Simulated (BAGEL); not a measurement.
# B2SiH5F (SMILES B[SiH2]BF): PBE0/cc-pVDZ (density fitting with qzvpp-jkfit)

What is the energy change on altering one bond length of B2SiH5F at PBE0/cc-pVDZ (density fitting with qzvpp-jkfit)? 

The results are computed with BAGEL 1.2.2.

2 further runs of the same task are left out: 2 set aside as unsound or not needed.

## (1) The system as given

B2SiH5F has 9 atoms, charge 0, and is taken as a singlet. SMILES: `B[SiH2]BF`. Geometry: relaxed at GFN2-xTB. This is one conformer, not always the lowest.

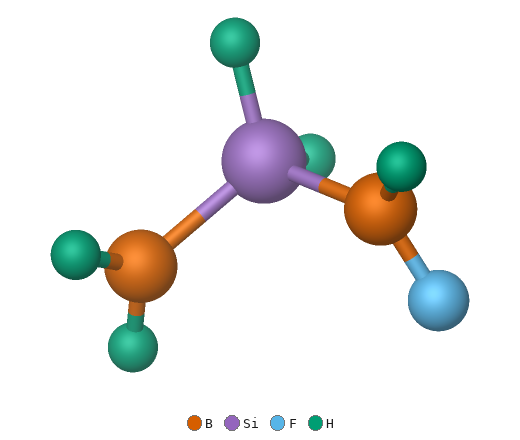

The structure, seen from a chosen angle (boron orange, silicon purple, fluorine blue, hydrogen teal).

## (2) The energy at PBE0/cc-pVDZ (density fitting with qzvpp-jkfit)

input.json reads:

```json
{ "bagel" : [

{
  "title" : "molecule",
  "basis" : "cc-pvdz.json",
  "df_basis" : "qzvpp-jkfit",
  "angstrom" : true,
  "geometry" : [
    { "atom" : "B", "xyz" : [   -0.964080,    1.319810,    0.009850 ] },
    { "atom" : "Si", "xyz" : [    0.695180,    0.310200,   -0.193090 ] },
    { "atom" : "B", "xyz" : [    0.220770,   -1.565380,    0.246580 ] },
    { "atom" : "F", "xyz" : [   -0.490240,   -2.270120,   -0.610130 ] },
    { "atom" : "H", "xyz" : [   -1.332200,    1.683980,    1.060410 ] },
    { "atom" : "H", "xyz" : [   -1.680900,    1.508430,   -0.894960 ] },
    { "atom" : "H", "xyz" : [    1.294080,    0.379250,   -1.542630 ] },
    { "atom" : "H", "xyz" : [    1.807010,    0.763830,    0.667760 ] },
    { "atom" : "H", "xyz" : [    0.450370,   -2.130000,    1.256210 ] }
  ]
},
{ "title" : "ks", "xc_func" : "pbe0" },
{ "title" : "print", "file" : "orbitals.molden", "orbitals" : true }

]}
```

The basis set cc-pVDZ is read from a file made from the Basis Set Exchange's data (not shown).

Launch:

```
$ BAGEL_NUM_THREADS=1 BAGEL input.json > input.out
```

Standard output:

```text
* using 1 threads per process

  ===============================================================
  ===============================================================

  *** Geometry ***

  { "atom" : "B", "xyz" : [     -1.821847,      2.494079,      0.018614 ] },
  { "atom" : "Si", "xyz" : [      1.313700,      0.586193,     -0.364887 ] },
  { "atom" : "B", "xyz" : [      0.417195,     -2.958139,      0.465969 ] },
  { "atom" : "F", "xyz" : [     -0.926419,     -4.289905,     -1.152979 ] },
  { "atom" : "H", "xyz" : [     -2.517493,      3.182261,      2.003884 ] },
  { "atom" : "H", "xyz" : [     -3.176441,      2.850520,     -1.691229 ] },
  { "atom" : "H", "xyz" : [      2.445457,      0.716679,     -2.915148 ] },
  { "atom" : "H", "xyz" : [      3.414754,      1.443430,      1.261884 ] },
  { "atom" : "H", "xyz" : [      0.851076,     -4.025117,      2.373893 ] },

  Number of auxiliary basis functions:      445

  Since a DF basis is specified, we compute 2- and 3-index integrals:
    o Being stored without compression. Storage requirement is 0.026 GB

  Number of basis functions:       85
  Number of electrons      :       38

    * METHOD: MOLECULE                             0.60

  *** Kohn-Sham DFT ***

    * Removing 15920 points whose weight is below 1.00e-10
    * Grid points: 118234

  === Nuclear Repulsion ===
   129.0067475145

       - DIIS with orbital gradients will be used.

  === KS iteration (pbe0 / cc-pvdz.json) ===
      0       -416.43604710          0.07978403           0.72
      1       -376.92003358          0.14103955           0.65
      2       -358.47779962          0.14409497           0.56
      3       -412.34242558          0.12143527           0.61
      4       -433.28592852          0.08101995           0.68
      5       -440.59712345          0.03609407           0.76
      6       -441.50602688          0.01995854           0.73
      7       -441.66810671          0.00980283           0.76
      8       -441.70569988          0.00562630           0.89
      9       -441.72443040          0.00119615           0.66
     10       -441.72518018          0.00033772           0.82
     11       -441.72524657          0.00009500           0.83
     12       -441.72525289          0.00001806           0.85
     13       -441.72525306          0.00000876           0.85
     14       -441.72525311          0.00000248           0.72
     15       -441.72525311          0.00000086           0.91
     16       -441.72525311          0.00000026           0.87
     17       -441.72525311          0.00000011           0.69
     18       -441.72525311          0.00000006           0.74
     19       -441.72525311          0.00000001           0.84
     20       -441.72525311          0.00000001           0.84
    * SCF iteration converged.

    * Permanent dipole moment:
           (    0.005096,    -0.111852,    -0.157462) a.u.

    * METHOD: KS                                  17.98

    * METHOD: PRINT                                0.01

  ===============================================================
```

Run time: 19 s. Hardware: 1 thread of Intel Xeon at 2.50GHz (Skylake/Cascade Lake), shared host; peak memory 0.45 GiB.

## (3) The distorted shape, same level

dft.json reads:

```json
{ "bagel": [

{
  "title": "molecule",
  "basis": "cc-pvdz.json",
  "df_basis": "qzvpp-jkfit",
  "angstrom": true,
  "geometry": [
    { "atom": "B", "xyz": [   -1.520032,    1.092980,   -0.420603 ] },
    { "atom": "Si", "xyz": [    0.139228,    0.083370,   -0.623543 ] },
    { "atom": "B", "xyz": [   -0.335182,   -1.792210,   -0.183873 ] },
    { "atom": "F", "xyz": [   -1.046192,   -2.496950,   -1.040583 ] },
    { "atom": "H", "xyz": [   -1.888152,    1.457150,    0.629957 ] },
    { "atom": "H", "xyz": [   -2.236852,    1.281600,   -1.325413 ] },
    { "atom": "H", "xyz": [    0.738128,    0.152420,   -1.973083 ] },
    { "atom": "H", "xyz": [    1.807010,    0.763830,    0.667760 ] },
    { "atom": "H", "xyz": [   -0.105582,   -2.356830,    0.825757 ] }
  ]
},
{ "title": "ks", "xc_func": "pbe0" },
{ "title": "print", "file": "orbitals.molden", "orbitals": true }

]}
```

The basis set cc-pVDZ is read from a file made from the Basis Set Exchange's data (not shown).

Launch:

```
$ BAGEL_NUM_THREADS=1 BAGEL dft.json > dft.out
```

Standard output:

```text
* using 1 threads per process

  ===============================================================
  ===============================================================

  *** Geometry ***

  { "atom" : "B", "xyz" : [     -2.872444,      2.065433,     -0.794824 ] },
  { "atom" : "Si", "xyz" : [      0.263103,      0.157546,     -1.178325 ] },
  { "atom" : "B", "xyz" : [     -0.633402,     -3.386786,     -0.347470 ] },
  { "atom" : "F", "xyz" : [     -1.977016,     -4.718552,     -1.966417 ] },
  { "atom" : "H", "xyz" : [     -3.568090,      2.753614,      1.190446 ] },
  { "atom" : "H", "xyz" : [     -4.227038,      2.421873,     -2.504668 ] },
  { "atom" : "H", "xyz" : [      1.394860,      0.288032,     -3.728586 ] },
  { "atom" : "H", "xyz" : [      3.414754,      1.443430,      1.261884 ] },
  { "atom" : "H", "xyz" : [     -0.199521,     -4.453763,      1.560455 ] },

  Number of auxiliary basis functions:      445

  Since a DF basis is specified, we compute 2- and 3-index integrals:
    o Being stored without compression. Storage requirement is 0.026 GB

  Number of basis functions:       85
  Number of electrons      :       38

    * METHOD: MOLECULE                             0.42

  *** Kohn-Sham DFT ***

    * Removing 15390 points whose weight is below 1.00e-10
    * Grid points: 118764

  === Nuclear Repulsion ===
   126.7464486295

       - DIIS with orbital gradients will be used.

  === KS iteration (pbe0 / cc-pvdz.json) ===
      0       -416.37364545          0.07940829           0.77
      1       -378.43454080          0.13579546           0.84
      2       -358.92913353          0.14241501           0.74
      3       -416.04343313          0.14467661           0.76
      4       -438.92913006          0.05175348           0.68
      5       -441.10331507          0.02717794           0.60
      6       -441.50285242          0.01636199           0.71
      7       -441.65254367          0.00290958           0.77
      8       -441.65588391          0.00223242           0.77
      9       -441.65961885          0.00022750           0.74
     10       -441.65965016          0.00007557           0.65
     11       -441.65965352          0.00004770           0.62
     12       -441.65965513          0.00000940           0.78
     13       -441.65965517          0.00000586           0.79
     14       -441.65965520          0.00000152           0.74
     15       -441.65965520          0.00000045           0.63
     16       -441.65965520          0.00000033           0.71
     17       -441.65965520          0.00000009           0.80
     18       -441.65965520          0.00000005           0.66
     19       -441.65965520          0.00000001           0.65
     20       -441.65965520          0.00000001           0.67
    * SCF iteration converged.

    * Permanent dipole moment:
           (    0.334504,     0.021686,     0.098320) a.u.

    * METHOD: KS                                  16.47

    * METHOD: PRINT                                0.01

  ===============================================================
```

It took 17 s on 1 thread of Intel Xeon at 2.50GHz (Skylake/Cascade Lake), shared host; peak memory 0.46 GiB.

## (4) Outcome

At PBE0/cc-pVDZ (density fitting with qzvpp-jkfit):

```
                                                          quantity          value
                                         first shape: total energy  -441.72525 Eh
                                        first shape: dipole moment         0.49 D
                                          first shape: HOMO energy       -7.95 eV
                                          first shape: LUMO energy       -2.67 eV
                                        first shape: HOMO–LUMO gap        5.28 eV
                                     distorted shape: total energy  -441.65966 Eh
                                    distorted shape: dipole moment         0.89 D
                                      distorted shape: HOMO energy       -7.75 eV
                                      distorted shape: LUMO energy       -3.03 eV
                                    distorted shape: HOMO–LUMO gap        4.72 eV
energy change with the Si2–H8 bond stretched from 1.478 to 2.216 Å       1.785 eV
```

In words: With the Si2–H8 bond stretched from 1.478 to 2.216 Å the energy rises by 1.79 eV (172 kJ/mol). The first shape isn't relaxed at this level, so the change isn't measured from a minimum.
